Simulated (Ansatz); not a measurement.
Structure (in its standard cell), the end point of a relaxation (final pressure about 20 GPa) with DFT, PAW plane waves, pbe (Ansatz); the starting structure was generated, so it need not be a known form of this composition:

```
N Si
1.0
     5.41991    0.00000    0.00000
    -2.70996    4.69378    0.00000
     0.00000    0.00000    3.84426
N Si
3 6
Direct
  0.50000 0.00000 0.00000
  0.50000 0.50000 0.66667
  0.00000 0.50000 0.33333
  0.19625 0.39249 0.00000
  0.80375 0.19625 0.66667
  0.60751 0.80375 0.33333
  0.80375 0.60751 0.00000
  0.19625 0.80375 0.66667
  0.39249 0.19625 0.33333
```

### What does the kinematic electron diffraction pattern along [310] look like at 200 kV (B = 0.5 Å²)?

The spots form a rectangular net whose two shortest vectors correspond to d = 3.84 Å and 1.77 Å, 90.0° apart. They are 0 0 1 (itself extinct) and 1 -3 0. The pattern has symmetry 2mm. A screw axis extinguishes reflections such as 0 0 1, 0 0 2, 0 0 4.

Strongest reflections with d > 0.80 Å, one of each family (|F|² from tabulated Gaussian fits of the electron scattering factors, times a small damping for the curvature of the Ewald sphere):

| hkl | d (Å) | I (strongest = 100) |
| --- | --- | --- |
| 0 0 3 | 1.281 | 100 |
| 1 -3 0 | 1.774 | 25 |
| 2 -6 1 | 0.864 | 6 |
| 1 -3 1 | 1.611 | 5 |
| 1 -3 3 | 1.039 | 5 |
| 2 -6 2 | 0.805 | 4 |

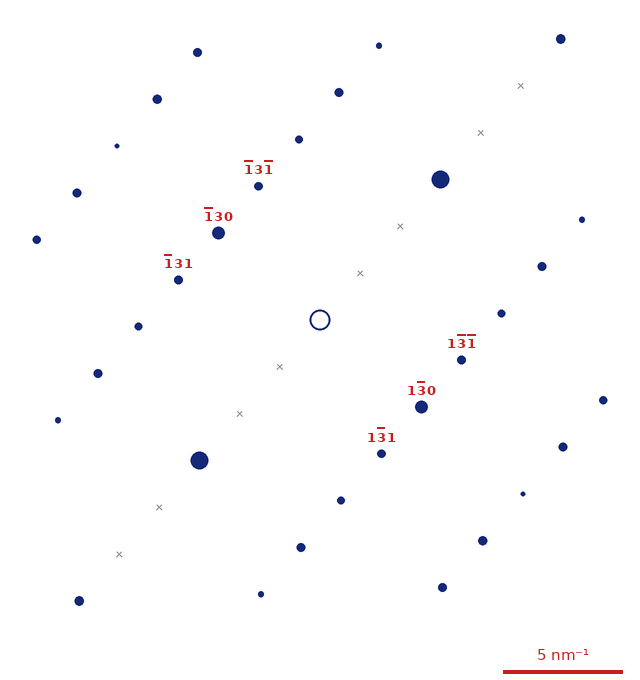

Calculated pattern, seen from the source side with [310] pointing towards the source; crosses mark the places of extinct reflections.
